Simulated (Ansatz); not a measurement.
The structure below was relaxed with Kohn–Sham DFT with the PBEsol functional, run in Ansatz (a quantum-chemistry and plane-wave program) with PAW and 420 eV plane waves, scalar-relativistic without spin-orbit coupling, at pressure 9 GPa.

```xyz
10
Lattice="0.0000 4.0866 4.0866 4.0866 0.0000 4.0866 4.0866 4.0866 0.0000" Properties=species:S:1:pos:R:3 pbc="T T T"
K      6.1298     6.1298     6.1298
K      2.0433     2.0433     2.0433
Na     4.0866     4.0866     4.0866
In     0.0000     0.0000     0.0000
F      2.0247     4.0866     4.0866
F      6.1484     4.0866     4.0866
F      4.0866     2.0247     4.0866
F      4.0866     6.1484     4.0866
F      4.0866     4.0866     2.0247
F      4.0866     4.0866     6.1484
```

Problem. Find the space group and the Wyckoff positions.

Solution. Space group Fm-3m (No. 225); a = 8.1731 Å, b = 8.1731 Å, c = 8.1731 Å, α = 90.00°, β = 90.00°, γ = 90.00°

```
atom  site  symmetry       x       y       z
----  ----  --------  ------  ------  ------
K       8c      -43m  0.2500  0.2500  0.2500
Na      4b      m-3m  0.5000  0.5000  0.5000
In      4a      m-3m  0.0000  0.0000  0.0000
F      24e      4m.m  0.0000  0.0000  0.2477
```

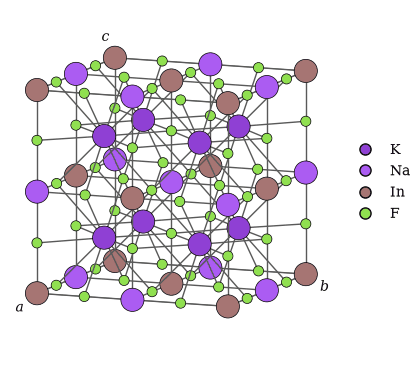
Figure. The conventional cell

Load acts through the strain it causes; cell and atoms are relaxed under it. No phonon test of stability was made. No other phases were tried under pressure. The cell was made from K$_{2}$NaInF$_{6}$ (space group Fm-3m, No. 225; a cell from a computed database, its experimental status unchecked) by this change: pressure 9 GPa.
